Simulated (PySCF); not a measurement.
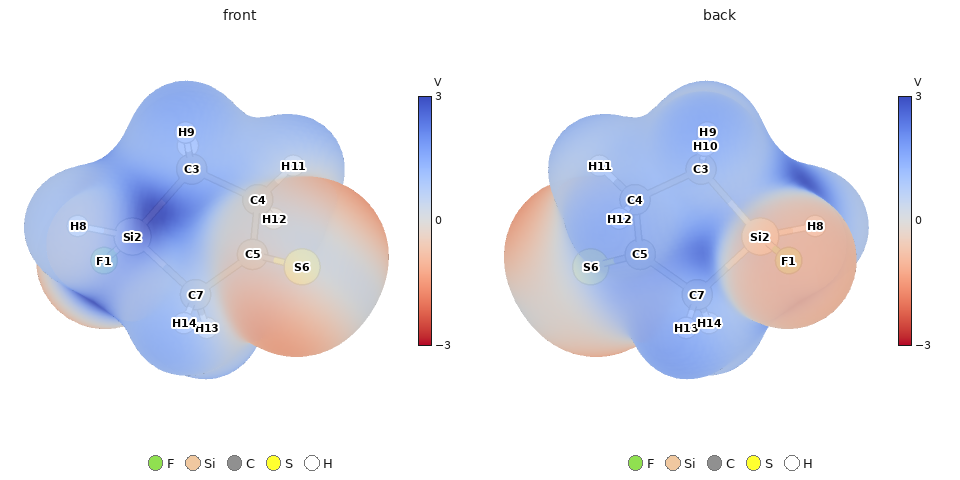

The picture shows: C₄H₇FSSi. The electrostatic potential painted on the density surface at 0.004 e/bohr³, seen from the front and from behind; red is negative and blue positive.

Geometry: GFN2-xTB.

Level of theory: CAM-B3LYP/def2-SVPD, SCF density, gas phase (PySCF 2.14.0).

```yaml
atoms:
  - { symbol: F, position_ang: [-2.5297, -0.5924, -0.7349] }
  - { symbol: Si, position_ang: [-1.4179, -0.2934, 0.4019] }
  - { symbol: C, position_ang: [-0.4493, 1.2970, 0.0078] }
  - { symbol: C, position_ang: [0.9094, 0.8224, -0.5395] }
  - { symbol: C, position_ang: [1.2512, -0.4941, 0.0849] }
  - { symbol: S, position_ang: [2.7142, -0.8438, 0.6899] }
  - { symbol: C, position_ang: [0.0915, -1.4271, 0.1410] }
  - { symbol: H, position_ang: [-2.1247, -0.3908, 1.6627] }
  - { symbol: H, position_ang: [-0.2839, 1.8847, 0.9104] }
  - { symbol: H, position_ang: [-0.9450, 1.9525, -0.7061] }
  - { symbol: H, position_ang: [1.7023, 1.5508, -0.3681] }
  - { symbol: H, position_ang: [0.8298, 0.6645, -1.6201] }
  - { symbol: H, position_ang: [-0.0048, -1.9211, -0.8303] }
  - { symbol: H, position_ang: [0.2562, -2.2096, 0.8782] }
```

Question: Which sites attract a positive test charge, and which a negative one?

Answer: A positive charge is drawn to the negative regions and a negative charge to the positive ones. The most negative region (about −1.3 V, or −30 kcal/mol for a unit charge) lies over S6, the most positive (about +2.8 V, or +65 kcal/mol for a unit charge) over Si2.

Question: How polar is the molecule by this calculation?

Answer: Its dipole moment is 1.85 D.
